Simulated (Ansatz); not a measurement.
**PBE-QIDH/6-311+G(d,p) run of BNH3OF (SMILES NB(O)F)**

What is the vertical ionisation energy of BNH3OF at PBE-QIDH/6-311+G**? 

The calculation is run with Ansatz 0.2.0.

122 further runs of the same task are left out: 122 set aside as unsound or not needed.

### 1 The molecule

The species is BNH3OF (7 atoms), meant as a singlet with charge 0. SMILES: `NB(O)F`. The shape is that of a PBE0-D4/def2-TZVP optimisation. This is one conformer, not always the lowest.

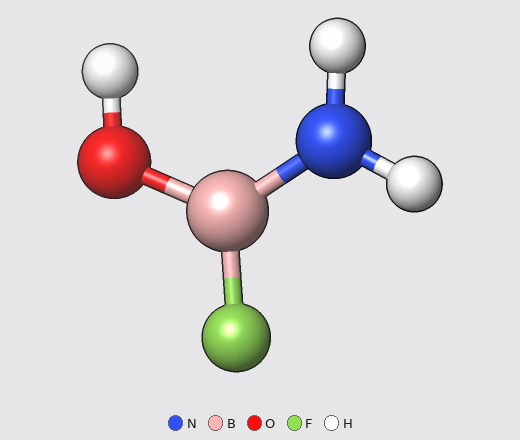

Viewed from a chosen angle; nitrogen blue, boron pink, oxygen red, fluorine green, hydrogen white.

### 2 The energy at PBE-QIDH/6-311+G(d,p)

The input, molecule.yaml:

```yaml
crystal:
  periodic: [false, false, false]
  atoms:
    - {symbol: "N", position_ang: [-0.531800, 0.753400, -0.032100]}
    - {symbol: B, position_ang: [0.039300, -0.505700, -0.288800]}
    - {symbol: O, position_ang: [1.106300, -1.044300, 0.367000]}
    - {symbol: F, position_ang: [-0.494800, -1.258200, -1.256300]}
    - {symbol: H, position_ang: [-1.320400, 1.081700, -0.559700]}
    - {symbol: H, position_ang: [-0.210100, 1.394300, 0.668500]}
    - {symbol: H, position_ang: [1.472700, -0.489200, 1.055700]}
basis:
  gaussian:
    orbitals: 6-311+G_st__st_.json
hamiltonian:
  xc: {name: PBE-QIDH}
correlation:
  frozen_orbitals: {B: 1, F: 1, H: 0, "N": 1, O: 1}
accuracy: high
output: {orbitals: {seedname: orbitals}}
```

The basis set 6-311+G** is read from a file made from the Basis Set Exchange's data (not shown).

Launch:

```bash
$ ansatz run molecule.yaml --threads 1 --pin off --max-ram 3480MiB --events-out events.jsonl --progress --plain --runs-dir runs
```

Log:

```text
Warning: RAYON_NUM_THREADS=1 ignored (pool sized by the plan → 1); use --threads N
Functional definition: PBE-QIDH
  name "PBE-QIDH"
  parameter a = 3^(-1/3)
  parameter c = 1/3
  exchange = (1 - a)*pbe_x + a*exact_x
  correlation = (1 - c)*pbe_c + c*(mp2_os + mp2_ss)
2051 factors; integrals over basis functions are off by at most 5.0e-9 eV
mean field evaluation 1: about -6964.0538 eV, gradient 5.5e1 eV
mean field evaluation 2: about -6964.0549 eV, gradient 5.5e1 eV
mean field evaluation 4: about -6969.2404 eV, gradient 2.4e0 eV
mean field evaluation 8: about -6969.2542 eV, gradient 4.2e-2 eV
mean field evaluation 16: about -6969.2542 eV, gradient 8.1e-6 eV
mean field -6969.25418019 eV, -256.1153671918 hartree, gradient 7.9e-8 eV, S^2 0.000000; 0 other end points of the search recorded, 0 dependent functions left out
4 core orbitals not correlated: weight in the atoms' cores, before any rotation towards them, 1.000 or more for the frozen orbitals, at most 0.000 for the correlated occupied ones
reference -6969.25418200 eV, -256.1153672582 hartree; 12, 12 occupied and 90, 90 virtual orbitals, 2051 factors
second order -20.60509124 eV of doubles, -0.00000000 eV of singles
Total energy: -6976.12254574 eV, -256.3677749704 hartree
```

Wall time 10 s (1 thread of Intel Xeon Platinum 8259CL at 2.50GHz (Skylake/Cascade Lake), shared host); peak memory 0.33 GiB.

### 3 The doublet cation, same level

The input, molecule.yaml:

```yaml
crystal:
  periodic: [false, false, false]
  atoms:
    - {symbol: N, position_ang: [-0.531800, 0.753400, -0.032100]}
    - {symbol: B, position_ang: [0.039300, -0.505700, -0.288800]}
    - {symbol: O, position_ang: [1.106300, -1.044300, 0.367000]}
    - {symbol: F, position_ang: [-0.494800, -1.258200, -1.256300]}
    - {symbol: H, position_ang: [-1.320400, 1.081700, -0.559700]}
    - {symbol: H, position_ang: [-0.210100, 1.394300, 0.668500]}
    - {symbol: H, position_ang: [1.472700, -0.489200, 1.055700]}
basis:
  gaussian: {orbitals: 6-311+G_st__st_.json}
accuracy: high
correlation: {frozen_orbitals: {B: 1, F: 1, H: 0, "N": 1, O: 1}}
magnetization: {spin_polarized: true, initial_magnetization: 1}
output: {orbitals: {seedname: orbitals}}
hamiltonian: {xc: {name: PBE-QIDH}}
total_charge: 1
```

The basis set 6-311+G** is read from a file made from the Basis Set Exchange's data (not shown).

Launch:

```bash
$ ansatz run molecule.yaml --threads 1 --pin off --max-ram 3480MiB --events-out events.jsonl --progress --plain --runs-dir runs
```

Log, shortened:

```text
Warning: RAYON_NUM_THREADS=1 ignored (pool sized by the plan → 1); use --threads N
[... 2 set-up lines as earlier in the session ...]
[...]
2051 factors; integrals over basis functions are off by at most 5.0e-9 eV
[...]
mean field -6958.72985421 eV, -255.7286053456 hartree, gradient 9.4e-8 eV, S^2 0.759755; 0 other end points of the search recorded, 0 dependent functions left out
4 core orbitals not correlated: weight in the atoms' cores, before any rotation towards them, 1.000 or more for the frozen orbitals, at most 0.000 for the correlated occupied ones
reference -6958.72985655 eV, -255.7286054316 hartree; 12, 11 occupied and 90, 91 virtual orbitals, 2051 factors
second order -19.45059275 eV of doubles, -0.00000000 eV of singles
Total energy: -6965.21338746 eV, -255.9668707980 hartree
```

Wall time 16 s (1 thread of Intel Xeon Platinum 8259CL at 2.50GHz (Skylake/Cascade Lake), shared host); peak memory 0.44 GiB.

### 4 What came out

Level: PBE-QIDH/6-311+G**, 4 core orbitals frozen.

```
                                                                quantity          value
                                            singlet BNH3OF: total energy  -256.36777 Eh
                       singlet BNH3OF: HOMO energy (SCF part's orbitals)      -10.64 eV
                       singlet BNH3OF: LUMO energy (SCF part's orbitals)        0.58 eV
                     singlet BNH3OF: HOMO–LUMO gap (SCF part's orbitals)       11.23 eV
                                            doublet cation: total energy  -255.96687 Eh
doublet cation: HOMO energy (SCF part's orbitals) (highest over α and β)      -18.79 eV
 doublet cation: LUMO energy (SCF part's orbitals) (lowest over α and β)      -10.55 eV
                                                    doublet cation: ⟨S²⟩          0.760
                      vertical ionisation energy (to the doublet cation)      10.909 eV
```

Removing an electron at fixed nuclei costs 10.91 eV (252 kcal/mol). −ε(HOMO) before ionisation, 10.64 eV, is 0.27 eV below this ionisation energy.
